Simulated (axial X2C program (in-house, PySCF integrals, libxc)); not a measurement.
# Run report: SbS⁻, relativistic diatomic calculation

SbS⁻. The reference is closed-shell SbS⁻; the roots are vertical excitation energies. The distance is the PBE0 minimum at charge −1. Computed at this level: EOM-EE-CCSD, two-component X2C with atomic mean-field Coulomb and Gaunt terms, Sb dyall-acv3z, S dyall-av3z (cores contracted) (axial X2C program (in-house, PySCF integrals, libxc)).

## Log
```
two-component X2C + atomic mean field  HF
basis functions 202  fitting functions 1029  grid points 5079
iter        total energy     max residual
   1      -6870.686969248     3.65e+00
   2      -6873.892009177     4.78e-02
   3      -6873.913191035     1.75e-02
   4      -6873.918509023     2.22e-03
   5      -6873.918691523     1.00e-03
   6      -6873.918743255     5.99e-04
   7      -6873.918771646     4.32e-04
   8      -6873.918793005     1.70e-04
   9      -6873.918797715     4.10e-05
  10      -6873.918797885     1.88e-05
  11      -6873.918797912     4.43e-06
  12      -6873.918797914     1.65e-06
converged
one-electron -9830.22776189  Coulomb 2967.96508091  exact exchange -194.58883147  xc functional 0.00000000  nuclear repulsion 186.76842738  atomic mean-field constant -3.83571284
correlated 12  virtual 288  natural virtual 88  E(MP2) -0.292308373  MP2 remainder -0.039203713
iter   CCSD correlation   residual
   1     -0.266380120   1.66e-01
   2     -0.275022292   8.32e-02
   3     -0.278945325   4.99e-02
   4     -0.279327179   2.82e-02
   5     -0.279652458   1.49e-02
   6     -0.279715532   6.64e-03
   7     -0.279713157   3.18e-03
   8     -0.279741001   1.65e-03
   9     -0.279732620   9.24e-04
  10     -0.279729953   4.43e-04
  11     -0.279725160   2.17e-04
  12     -0.279724014   9.72e-05
  13     -0.279723484   4.75e-05
  14     -0.279723460   2.66e-05
  15     -0.279723253   1.62e-05
  16     -0.279723079   1.06e-05
  17     -0.279722945   6.51e-06
  18     -0.279722839   3.79e-06
  19     -0.279722797   2.17e-06
  20     -0.279722801   1.23e-06
(T) -0.016492386303350925  T1 0.0313  D1 0.0692  max T2 0.137
EOM-EE-CCSD roots
2*Omega      energy/Eh   energy/eV  one-particle weight
    0       0.07894122      2.1481      0.937
    0       0.07902415      2.1504      0.936
    0       0.08926663      2.4291      0.922
    0       0.08948888      2.4351      0.934
    0       0.08949132      2.4352      0.934
    2      -0.00373642     -0.1017      0.950
    2       0.08193579      2.2296      0.933
    2       0.09106578      2.4780      0.931
    2       0.10116848      2.7529      0.940
    4       0.01498372      0.4077      0.943
    4       0.10516472      2.8617      0.936
    4       0.11210687      3.0506      0.904
    6       0.08999960      2.4490      0.925
```

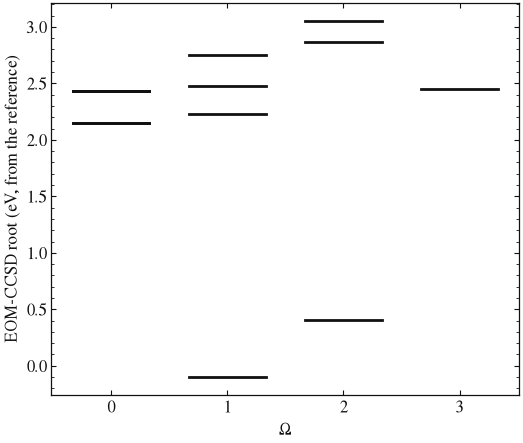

Figure 1. EOM-CCSD roots by Ω at 2.31 Å. The lowest has Ω = 1 and lies at −0.102 eV, with one-particle weight 0.95.

## The input
```
{"zs": [51, 16], "q": -1, "bas": ["dyall-acv3z", "dyall-av3z"], "r0": 2.27, "eom": "ee", "thr": -1.0, "nmax": 88}
```

The line is the task of a batch: nuclear charges, charge, bases, a first guess of the distance and further settings. This report covers the levels named above. The log is that of the reference distance 2.312 Å.

The run was one of a batch that the task file lists, launched with:
```bash
python <driver script> task.json out
```

## Summary

```
                                                                                                          quantity                                                                  value
                                                                                                           outcome                                                              converged
                                                                                   HF energy of the reference SbS⁻                                                    −6873.91880 hartree
                                                                                  MP2 energy of the reference SbS⁻                                                    −6874.21111 hartree
CCSD energy of the reference SbS⁻ (with the MP2 share of the virtual spinors left out of the coupled-cluster step)                                                    −6874.23772 hartree
                                                                              CCSD(T) energy of the reference SbS⁻                                                    −6874.25422 hartree
                                          T1 diagnostic (spinor form; for a closed shell √2 times the usual value)                                                                  0.031
                                                                                                          hardware  1 thread of Arm Neoverse V2, 112 GiB of memory available, shared host
                                                                                                         wall time                                                                   37 s
                                                                                                       peak memory                                                               0.76 GiB
```
